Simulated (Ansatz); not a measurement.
**C$_{2}$H$_{5}$ClF$_{2}$Si (SMILES CC(F)[SiH](F)Cl): density, localisation and related maps**

```xyz
11

C     0.8610   -1.1361   -0.4398
C     0.4948    0.1179    0.3299
F    -0.8124    0.4573    0.0428
Si    1.5445    1.6328   -0.0902
F     3.0789    1.2156    0.1357
Cl    1.1168    3.1756    1.1921
H     0.1799   -1.9463   -0.1777
H     1.8789   -1.4447   -0.1985
H     0.7938   -0.9727   -1.5169
H     0.5492   -0.0763    1.4030
H     1.3814    2.0830   -1.4732
```

All numbers below come from Ansatz, RHF/def2-SVP.

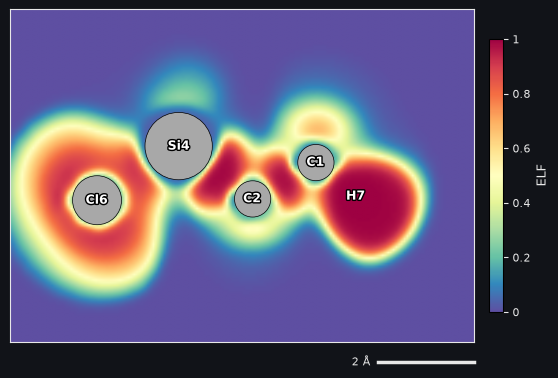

Figure 1. ELF on the plane of atoms C2, C1 and H7. Grey discs cover the atomic cores.

### What do the fields say about this system?

Atoms in the plane: C, Si, Cl and H. C–C (1.52 Å): the ELF peaks at about 1 between the atoms; a covalent bond. C–Si (1.89 Å): the ELF peaks at about 1 between the atoms, as expected for localised, covalent bonding. Si–Cl (2.05 Å): the ELF peaks at about 0.90 between the atoms; a shared but strongly polarised pair. C–H (1.09 Å): the ELF climbs to about 1 towards the hydrogen, as it does in any bond to H; an ordinary covalent bond to hydrogen. The ELF also peaks beside Cl6, away from the bonds: lone-pair regions.

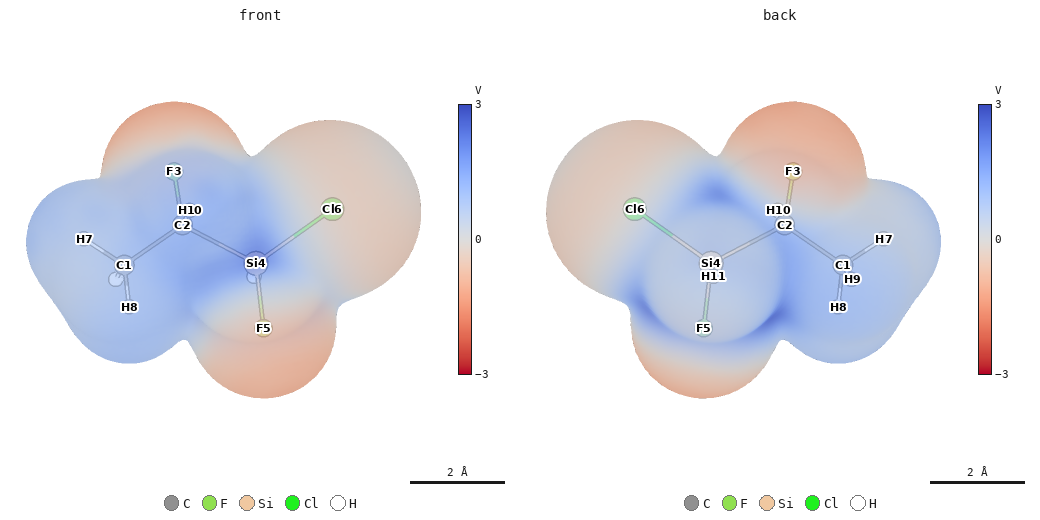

Figure 2. The electrostatic potential painted on the density surface at 0.002 e/bohr³, seen from the front and from behind; red is negative and blue positive.

### Describe the electrostatic potential map.

The most negative region (about −1.1 V) lies over F3, the most positive (about +2.2 V) over Si4.

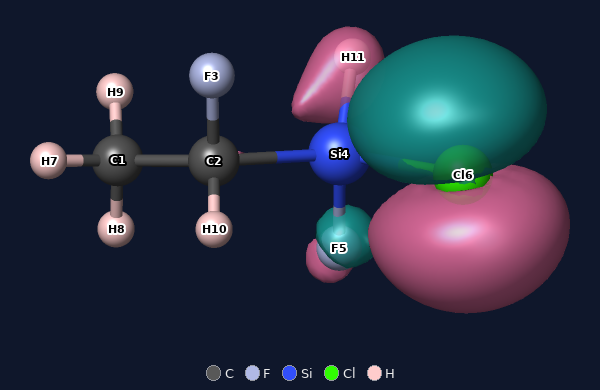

Figure 3. The HOMO−1 at ±0.1 Å⁻³ᐟ² (teal and pink are the two phases), seen from one side.

### What is the character of this orbital?

By Hirshfeld shares it lies mainly on Cl6 (about 85 %); largely a lone pair of Cl6. Its energy is −13.05 eV.
